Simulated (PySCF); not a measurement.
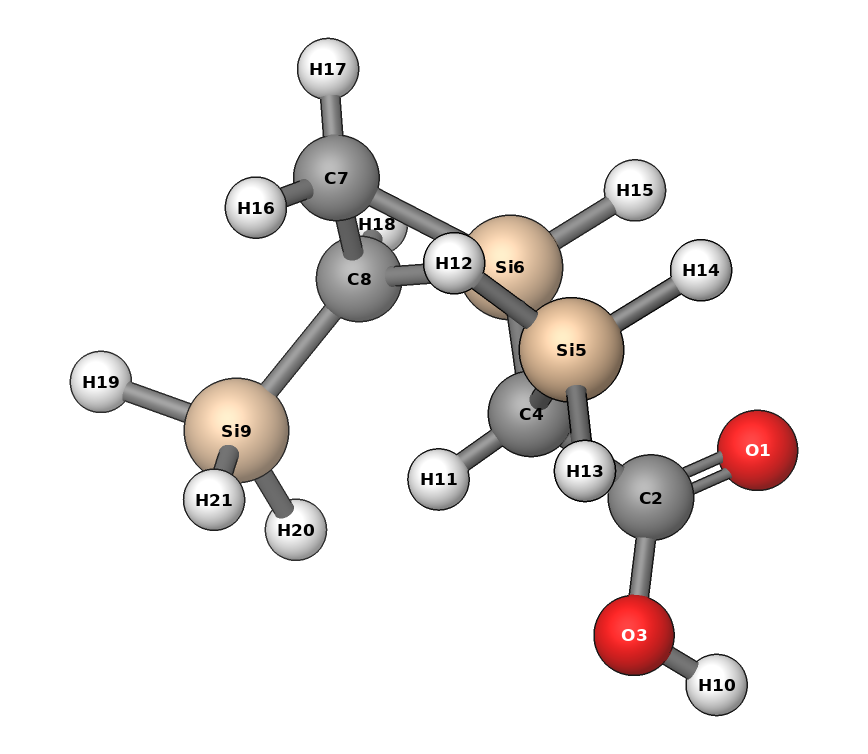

Computed geometry: GFN2-xTB optimisation. No frequency run is at hand to confirm it as a minimum. Electric field gradients from the ground-state density, PBE0/pcSseg-1 (PySCF 2.14.0), non-relativistic apart from any core potentials.

Give the largest field-gradient component, the quadrupole coupling constant and the asymmetry for 17O at O1 (Q = −25.6 mb), 17O at O3 (Q = −25.6 mb), 2H at H10 (Q = 2.86 mb), 2H at H11 (Q = 2.86 mb).

```csv
atom,V_zz (a.u.),e²qQ/h (MHz),η
O1,−1.548,9.31,0.06
O3,1.649,−9.92,0.46
H10,0.435,0.292,0.09
H11,0.311,0.209,0.04
```

The geometry is semi-empirical. Around Si such bond lengths and angles can be off by a tenth of an ångström or more and by several degrees, and values that hang on the shape move with them.
